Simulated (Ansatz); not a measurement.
# C₂H₄BrClSi: geometry and vibrations

Aim: relax C₂H₄BrClSi from a cheap starting geometry, then compute its harmonic vibrations to see whether it is a minimum and to get the zero-point energy and entropy, and look at its orbitals and charge.

Program: Ansatz 0.2.0, Gaussian basis. Level of theory: RKS PBE0-D4/def2-TZVP. These are calculated values, not measurements.

The runs, in order: relaxation at PBE-D4/def2-SVP; relaxation at PBE0-D4/def2-TZVP; harmonic vibrations at the same level; a single point in def2-TZVPP for the fields.

### Step 1. Starting geometry

SMILES `C=C[SiH](Cl)Br`, 9 atoms, charge 0, spin multiplicity 1.

Atoms are counted from 1 here; the program's logs count them from 0.

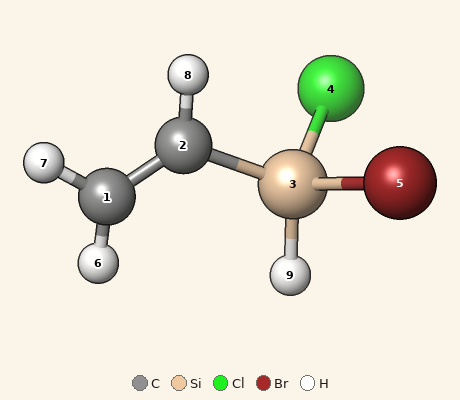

The starting geometry (carbon grey, silicon light orange, chlorine green, bromine red, hydrogen white); atoms are numbered from 1 in the order of the file.

Coordinates:

```
C    -1.3904   -0.8171   -0.1904
C    -0.5796    0.1020    0.3286
Si    1.1462    0.3444   -0.1433
Cl    1.3485    2.3326   -0.6337
Br    2.4557   -0.0684    1.6055
H    -1.1648   -1.4442   -0.9996
H    -2.4379   -0.8185    0.1589
H    -0.8735    0.7835    1.1150
H     1.5842   -0.4607   -1.2580
```

The start is a force-field geometry with small random shifts, so a cheaper pass at PBE-D4/def2-SVP comes first.

### Step 2. Relaxation at PBE-D4/def2-SVP (cheap first pass)

in.yaml reads:

```yaml
crystal:
  periodic: [false, false, false]
  atoms:
    - {symbol: C, position_ang: [-1.390400, -0.817100, -0.190400]}
    - {symbol: C, position_ang: [-0.579600, 0.102000, 0.328600]}
    - {symbol: Si, position_ang: [1.146200, 0.344400, -0.143300]}
    - {symbol: Cl, position_ang: [1.348500, 2.332600, -0.633700]}
    - {symbol: Br, position_ang: [2.455700, -0.068400, 1.605500]}
    - {symbol: H, position_ang: [-1.164800, -1.444200, -0.999600]}
    - {symbol: H, position_ang: [-2.437900, -0.818500, 0.158900]}
    - {symbol: H, position_ang: [-0.873500, 0.783500, 1.115000]}
    - {symbol: H, position_ang: [1.584200, -0.460700, -1.258000]}
basis:
  gaussian: {orbitals: def2-SVP}
hamiltonian: {xc: pbe, dispersion: d4}
relax: {f_tol: 0.03, max_steps: 200}
```

Started as:

```
> ansatz run in.yaml --threads 4 --pin off --events-out ev --progress --plain --max-ram 10444MiB
```

The log of the run, shortened:

```text
Functional definition: PBE
  name "PBE"
  cite "Perdew, Burke & Ernzerhof, Phys. Rev. Lett. 77, 3865 (1996) doi:10.1103/PhysRevLett.77.3865"
  parent pbe
[...]
1284 factors; their error is unknown
[...]
mean field -92548.52311688 eV, -3401.0954929033 hartree, gradient 2.8e-5 eV, S^2 0.000000; 0 other end points of the search recorded, 0 dependent functions left out
[...]
reference -92548.52315046 eV, -3401.0954941372 hartree; 41, 41 occupied and 75, 75 virtual orbitals, 1284 factors
relax step   1: F+E_penalty+E_count = -92548.79359039 eV  Δ(F+E_penalty+E_count) = +0.000e0 eV  max|allowed force component| = 1.720e0 eV/Å  Δτ_max = 0.0000 Å  (27 SCF iters, accepted)
[...]
relax step   3: F+E_penalty+E_count = -92548.97527449 eV  Δ(F+E_penalty+E_count) = -6.059e-2 eV  max|allowed force component| = 5.772e-1 eV/Å  Δτ_max = 0.1022 Å  (28 SCF iters, accepted)
[...]
relax step   5: F+E_penalty+E_count = -92548.99886933 eV  Δ(F+E_penalty+E_count) = -1.188e-2 eV  max|allowed force component| = 1.088e-1 eV/Å  Δτ_max = 0.0539 Å  (30 SCF iters, accepted)
[...]
relax step   7: F+E_penalty+E_count = -92549.00436352 eV  Δ(F+E_penalty+E_count) = -2.044e-3 eV  max|allowed force component| = 5.449e-2 eV/Å  Δτ_max = 0.0368 Å  (30 SCF iters, accepted)
[...]
relax step   8: F+E_penalty+E_count = -92549.00581411 eV  Δ(F+E_penalty+E_count) = -1.451e-3 eV  max|allowed force component| = 4.557e-2 eV/Å  Δτ_max = 0.0367 Å  (30 SCF iters, accepted)
[...]
relax step   9: F+E_penalty+E_count = -92549.00600690 eV  Δ(F+E_penalty+E_count) = -1.928e-4 eV  max|allowed force component| = 1.049e-2 eV/Å  Δτ_max = 0.0084 Å  (31 SCF iters, accepted)
1284 factors; their error is unknown
mean field -92548.74012391 eV, -3401.1034677646 hartree, gradient 1.6e-5 eV, S^2 0.000000; 1 other end points of the search recorded, 0 dependent functions left out
[...]
reference -92548.74015787 eV, -3401.1034690125 hartree; 41, 41 occupied and 75, 75 virtual orbitals, 1284 factors
Total energy: -92549.00604086 eV, -3401.1132400322 hartree
Atom 0 at    -1.412829    -0.763306    -0.199587 Å, force    -0.006742    -0.006556    -0.004641 eV/Å
Atom 1 at    -0.612535     0.138953     0.403177 Å, force    -0.000586     0.010494     0.003035 eV/Å
Atom 2 at     1.152847     0.378933    -0.128514 Å, force     0.001301    -0.000004    -0.005756 eV/Å
Atom 3 at     1.458547     2.346414    -0.727332 Å, force    -0.001156    -0.000668     0.000372 eV/Å
Atom 4 at     2.520133    -0.060337     1.589442 Å, force     0.002942    -0.001270     0.001390 eV/Å
Atom 5 at    -1.056986    -1.395559    -1.032227 Å, force     0.000192     0.000942    -0.000397 eV/Å
Atom 6 at    -2.461544    -0.914770     0.109531 Å, force     0.003897     0.000190     0.000732 eV/Å
Atom 7 at    -1.005736     0.752641     1.233776 Å, force     0.000558    -0.002782     0.000304 eV/Å
Atom 8 at     1.506503    -0.529369    -1.265267 Å, force    -0.000407    -0.000345     0.004960 eV/Å
Dipole moment:    -0.380889    -0.224459    -0.079758 e Å
```

It took 13 s on 4 threads of Arm Neoverse V2, shared host.

Step by step:

```tsv
step	energy from step 1 (eV)	largest force component (eV/Å)
1	0.0000	1.7198
2	-0.1211	1.2309
3	-0.1817	0.5772
4	-0.1934	0.2768
5	-0.2053	0.1088
6	-0.2087	0.0738
7	-0.2108	0.0545
8	-0.2122	0.0456
9	-0.2124	0.0105
```

Close pairs (by a distance rule), those that changed most:

```tsv
bond	before (Å)	after (Å)	change (Å)
C1–H6	1.048	1.104	+0.056
Si3–H9	1.443	1.497	+0.054
C2–Si3	1.806	1.859	+0.054
C2–H8	1.081	1.105	+0.024
Si3–Cl4	2.058	2.079	+0.021
C1–C2	1.331	1.348	+0.017
Si3–Br5	2.223	2.239	+0.016
C1–H7	1.104	1.104	-0.000
```

### Step 3. Geometry optimisation, PBE0-D4/def2-TZVP

in.yaml reads:

```yaml
crystal:
  periodic: [false, false, false]
  atoms:
    - {symbol: C, position_ang: [-1.412829, -0.763306, -0.199587]}
    - {symbol: C, position_ang: [-0.612535, 0.138953, 0.403177]}
    - {symbol: Si, position_ang: [1.152847, 0.378933, -0.128514]}
    - {symbol: Cl, position_ang: [1.458547, 2.346414, -0.727332]}
    - {symbol: Br, position_ang: [2.520133, -0.060337, 1.589442]}
    - {symbol: H, position_ang: [-1.056986, -1.395559, -1.032227]}
    - {symbol: H, position_ang: [-2.461544, -0.914770, 0.109531]}
    - {symbol: H, position_ang: [-1.005736, 0.752641, 1.233776]}
    - {symbol: H, position_ang: [1.506503, -0.529369, -1.265267]}
basis:
  gaussian: {orbitals: def2-TZVP}
hamiltonian: {xc: pbe0, dispersion: d4}
relax: {f_tol: 0.005, max_steps: 150}
```

Same command.

The log of the run, shortened:

```text
Functional definition: PBE0
  name "PBE0"
  cite "Adamo & Barone, J. Chem. Phys. 110, 6158 (1999) doi:10.1063/1.478522"
  cite "Perdew, Burke & Ernzerhof, Phys. Rev. Lett. 77, 3865 (1996) doi:10.1103/PhysRevLett.77.3865"
  parent pbe
[...]
1485 factors; their error is unknown
[...]
mean field -92571.30919545 eV, -3401.9328658459 hartree, gradient 1.9e-5 eV, S^2 0.000000; 0 other end points of the search recorded, 0 dependent functions left out
[...]
reference -92571.30922703 eV, -3401.9328670064 hartree; 41, 41 occupied and 167, 167 virtual orbitals, 1485 factors
relax step   1: F+E_penalty+E_count = -92571.53767068 eV  Δ(F+E_penalty+E_count) = +0.000e0 eV  max|allowed force component| = 5.767e-1 eV/Å  Δτ_max = 0.0000 Å  (29 SCF iters, accepted)
[...]
Total energy: -92571.58789083 eV, -3401.9431077120 hartree
Atom 0 at    -1.391655    -0.751319    -0.197571 Å, force     0.000899     0.001308     0.000898 eV/Å
Atom 1 at    -0.613618     0.143249     0.405514 Å, force    -0.002964    -0.001369     0.000395 eV/Å
Atom 2 at     1.133153     0.376091    -0.122681 Å, force     0.001260     0.001031    -0.001289 eV/Å
Atom 3 at     1.449962     2.307820    -0.722898 Å, force     0.000439    -0.001149     0.000512 eV/Å
Atom 4 at     2.505274    -0.059597     1.560011 Å, force     0.000527     0.000131     0.000816 eV/Å
Atom 5 at    -1.028598    -1.367339    -1.015820 Å, force     0.000187    -0.000162     0.000109 eV/Å
Atom 6 at    -2.424789    -0.909870     0.097355 Å, force    -0.000359    -0.000794    -0.000361 eV/Å
Atom 7 at    -1.012428     0.740427     1.222091 Å, force     0.000996     0.000296    -0.000877 eV/Å
Atom 8 at     1.471098    -0.525862    -1.243001 Å, force    -0.000986     0.000707    -0.000202 eV/Å
Dipole moment:    -0.403613    -0.222888    -0.079756 e Å
```

Run time: 37 s. Hardware: 4 threads of Arm Neoverse V2, shared host; peak memory 0.68 GiB.

The steps of the relaxation:

```tsv
step	energy from step 1 (eV)	largest force component (eV/Å)
1	0.0000	0.5767
2	-0.0471	0.1452
3	-0.0491	0.0900
4	-0.0495	0.1184
5	-0.0500	0.0165
6	-0.0502	0.0113
7	-0.0502	0.0030
```

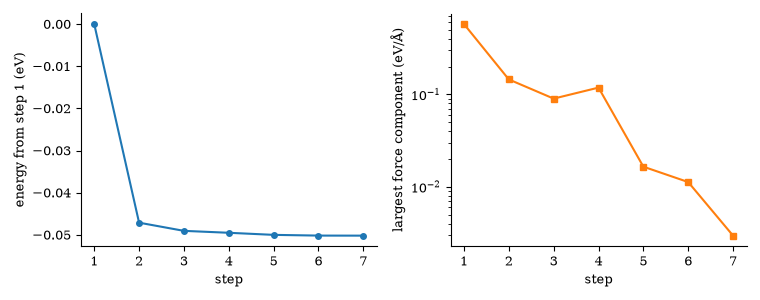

Energy and force, step by step.

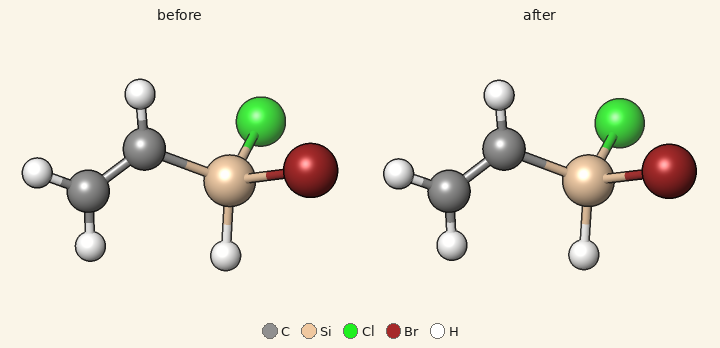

The geometry before (left) and after (right).

Close pairs (by a distance rule), those that changed most:

```tsv
bond	before (Å)	after (Å)	change (Å)
Si3–Cl4	2.079	2.047	-0.032
Si3–Br5	2.239	2.214	-0.025
Si3–H9	1.497	1.477	-0.020
C2–Si3	1.859	1.840	-0.020
C1–C2	1.348	1.330	-0.018
C1–H6	1.104	1.087	-0.018
C1–H7	1.104	1.086	-0.018
C2–H8	1.105	1.087	-0.018
```

Mulliken charges of the relaxed molecule (report file):

```tsv
atom	value (e)
C1	-0.23
C2	-0.23
Si3	0.49
Cl4	-0.22
Br5	-0.21
H6	0.14
H7	0.14
H8	0.13
H9	-0.01
```

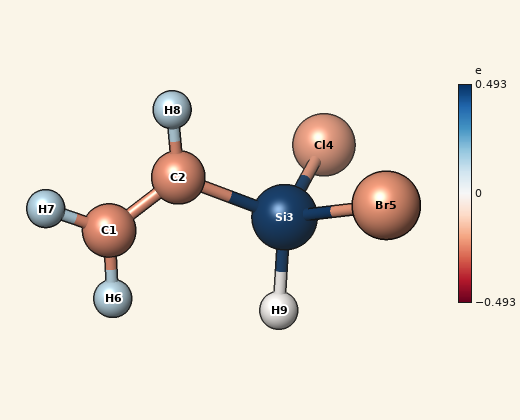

Mulliken charges of the relaxed molecule (report file), as colours on the atoms.

### Step 4. Vibrations by finite differences

in.yaml reads:

```yaml
crystal:
  periodic: [false, false, false]
  atoms:
    - {symbol: C, position_ang: [-1.391655, -0.751319, -0.197571]}
    - {symbol: C, position_ang: [-0.613618, 0.143249, 0.405514]}
    - {symbol: Si, position_ang: [1.133153, 0.376091, -0.122681]}
    - {symbol: Cl, position_ang: [1.449962, 2.307820, -0.722898]}
    - {symbol: Br, position_ang: [2.505274, -0.059597, 1.560011]}
    - {symbol: H, position_ang: [-1.028598, -1.367339, -1.015820]}
    - {symbol: H, position_ang: [-2.424789, -0.909870, 0.097355]}
    - {symbol: H, position_ang: [-1.012428, 0.740427, 1.222091]}
    - {symbol: H, position_ang: [1.471098, -0.525862, -1.243001]}
basis:
  gaussian: {orbitals: def2-TZVP}
hamiltonian: {xc: pbe0, dispersion: d4}
phonons: {temperatures: {t_min: 298.15, t_max: 900, t_step: 200}}
```

Launched as before.

The log of the run, shortened:

```text
Functional definition: PBE0
  name "PBE0"
  cite "Adamo & Barone, J. Chem. Phys. 110, 6158 (1999) doi:10.1063/1.478522"
  cite "Perdew, Burke & Ernzerhof, Phys. Rev. Lett. 77, 3865 (1996) doi:10.1103/PhysRevLett.77.3865"
  parent pbe
[...]
1485 factors; their error is unknown
[...]
mean field -92571.35705915 eV, -3401.9346248043 hartree, gradient 3.3e-5 eV, S^2 0.000000; 0 other end points of the search recorded, 0 dependent functions left out
[...]
reference -92571.35709048 eV, -3401.9346259555 hartree; 41, 41 occupied and 167, 167 virtual orbitals, 1485 factors
[...]
1485 factors; their error is unknown
mean field -92571.35683554 eV, -3401.9346165869 hartree, gradient 2.3e-6 eV, S^2 0.000000; 0 other end points of the search recorded, 0 dependent functions left out
[...]
reference -92571.35686687 eV, -3401.9346177382 hartree; 41, 41 occupied and 167, 167 virtual orbitals, 1485 factors
[...]
Atom 1 at    -0.613618     0.143249     0.405514 Å, force    -0.002994    -0.001363     0.000404 eV/Å
Atom 2 at     1.133153     0.376091    -0.122681 Å, force     0.001266     0.000985    -0.001239 eV/Å
Atom 3 at     1.449962     2.307820    -0.722898 Å, force     0.000432    -0.001136     0.000504 eV/Å
Atom 4 at     2.505274    -0.059597     1.560011 Å, force     0.000551     0.000146     0.000798 eV/Å
Atom 5 at    -1.028598    -1.367339    -1.015820 Å, force     0.000183    -0.000158     0.000113 eV/Å
Atom 6 at    -2.424789    -0.909870     0.097355 Å, force    -0.000352    -0.000790    -0.000363 eV/Å
Atom 7 at    -1.012428     0.740427     1.222091 Å, force     0.001005     0.000290    -0.000892 eV/Å
Atom 8 at     1.471098    -0.525862    -1.243001 Å, force    -0.000986     0.000710    -0.000200 eV/Å
Dipole moment:    -0.403614    -0.222888    -0.079756 e Å
Vibrations: 67.81 145.19 158.96 174.45 295.49 438.70 522.24 579.54 734.07 781.89 796.52 1011.55 1019.90 1037.29 1285.39 1441.84 1667.94 2265.28 3135.53 3164.03 3219.84 cm⁻¹, zero-point energy 1.484306 eV
```

Wall time 2.5 min (4 threads of Arm Neoverse V2, shared host); peak memory 0.68 GiB.

Motions are named by where the mode's potential energy lies. Wavenumbers, unscaled:

```tsv
mode	cm⁻¹	motion
1	68	torsion
2	145	bend
3	159	bend with torsion
4	174	bend
5	295	bend
6	439	Si–Br stretch
7	522	Si–Cl stretch with torsion
8	580	Si–Cl stretch with torsion
9	734	Si–C stretch
10	782	bend with torsion
11	797	bend
12	1012	torsion with out-of-plane bend
13	1020	bend
14	1037	torsion
15	1285	bend
16	1442	bend
17	1668	C–C stretch
18	2265	Si–H stretch
19	3136	C–H stretch
20	3164	C–H stretch
21	3220	C–H stretch
```

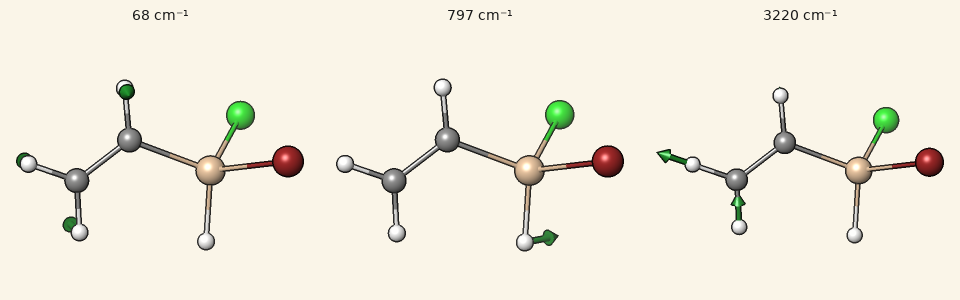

Displacements of 3 modes, as arrows.

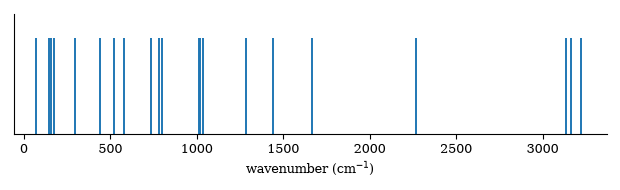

The harmonic wavenumbers as sticks (no intensities were computed).

Ideal gas, rigid rotor and harmonic oscillator at 298.15 K and 1 bar, with symmetry number 1:

```tsv
term	value
zero-point energy	34.2 kcal/mol
H(298) − E	39.2 kcal/mol
entropy, translation	173.0 J/(mol K)
entropy, rotation	122.4 J/(mol K)
entropy, vibration	68.1 J/(mol K)
entropy, total	363.5 J/(mol K)
```

### Step 5. Orbitals, density and potential

in.yaml: that of step 4 with these lines changed.

```diff
@@ -13,4 +13,4 @@
 basis:
-  gaussian: {orbitals: def2-TZVP}
+  gaussian: {orbitals: def2-TZVPP}
 hamiltonian: {xc: pbe0, dispersion: d4}
-phonons: {temperatures: {t_min: 298.15, t_max: 900, t_step: 200}}
+output: {orbitals: {seedname: orbitals}}
```

The command is unchanged.

The log of the run:

```text
Functional definition: PBE0
  name "PBE0"
  cite "Adamo & Barone, J. Chem. Phys. 110, 6158 (1999) doi:10.1063/1.478522"
  cite "Perdew, Burke & Ernzerhof, Phys. Rev. Lett. 77, 3865 (1996) doi:10.1103/PhysRevLett.77.3865"
  parent pbe
  parameter a = 0.25
  parameter kappa = 0.804
  parameter beta = 0.06672455060314922
  exchange = (1 - a)*pbe_x(kappa = kappa, mu = beta*pi^2/3) + a*exact_x
  correlation = pbe_c(beta = beta)
1625 factors; their error is unknown
mean field evaluation 1: about -92565.3438 eV, gradient 4.8e1 eV
mean field evaluation 2: about -92562.5193 eV, gradient 5.6e1 eV
mean field evaluation 4: about -92570.9048 eV, gradient 2.4e0 eV
mean field evaluation 8: about -92571.3946 eV, gradient 5.1e-1 eV
mean field evaluation 16: about -92571.3949 eV, gradient 3.0e-5 eV
mean field -92571.39491417 eV, -3401.9360159506 hartree, gradient 3.0e-5 eV, S^2 0.000000; 0 other end points of the search recorded, 0 dependent functions left out
reference -92571.39494578 eV, -3401.9360171122 hartree; 41, 41 occupied and 209, 209 virtual orbitals, 1625 factors
Total energy: -92571.62574372 eV, -3401.9444987800 hartree
```

It took 4.1 s on 4 threads of Arm Neoverse V2, shared host; peak memory 0.82 GiB.

The fields below are evaluated on a grid from the run's orbitals.

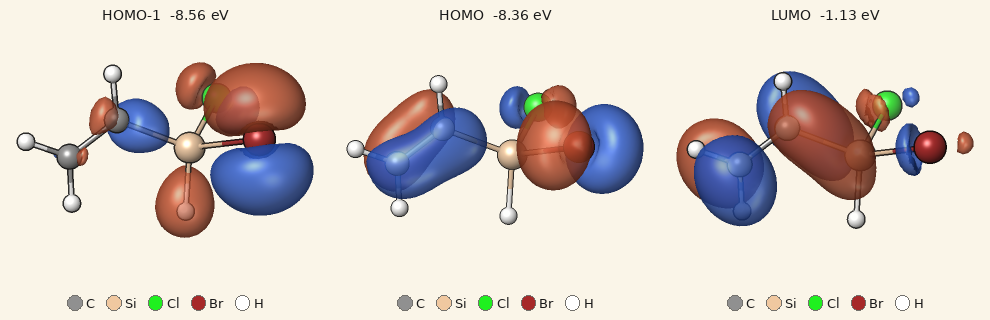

PBE0-D4/def2-TZVPP orbitals near the gap, drawn at the value that encloses 70 % of each; the two colours are the two signs.

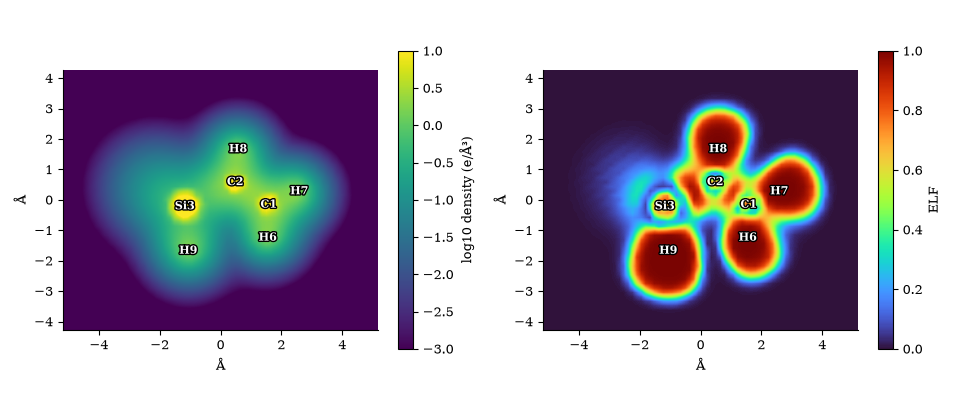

Density (left) and ELF (right) in a plane through or near 7 of the atoms.

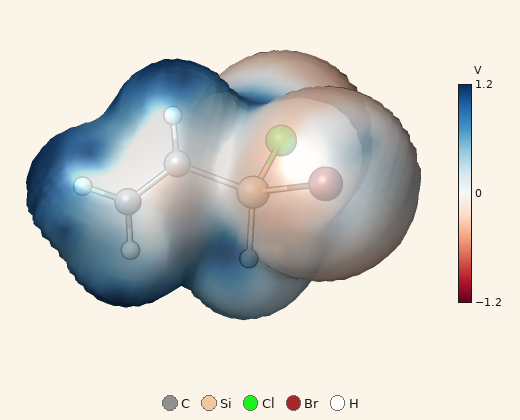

The potential that a unit positive charge feels on the 0.002 e/bohr³ surface, from the 1st to the 99th percentile, from -0.43 V near Cl4 to 1.20 V near H7.

### Step 6. Summary of results

| quantity | value |
| --- | --- |
| point group | C1 |
| steps | 9 + 7 |
| shift from the start (rms) | 0.118 Å |
| total energy | -92571.5879 eV |
| dispersion term | -231 meV |
| dipole moment | 2.25 D |
| lowest, highest wavenumber | 68, 3220 cm⁻¹ |
| zero-point energy | 34.2 kcal/mol |
| entropy at 298.15 K | 363.5 J/(mol K) |
| HOMO, LUMO | -8.36, -1.13 eV |

What this shows: The atoms moved 0.12 Å (rms) from the start; the bond that changed most is C1–H6, from 1.048 to 1.087 Å. No mode is imaginary: a true minimum at this level. The stiffest mode, 3220 cm⁻¹, is a C–H stretch, and 4 modes under 200 cm⁻¹ make the vibrational entropy uncertain. Harmonic hybrid wavenumbers usually lie a few per cent above measured fundamentals. The largest Mulliken charge, +0.49 e, sits on Si3. The HOMO lies mostly on Br5 48 %; C1, C2 about 18 % each and the LUMO on C1, C2 about 27 % each; Si3 11 %.
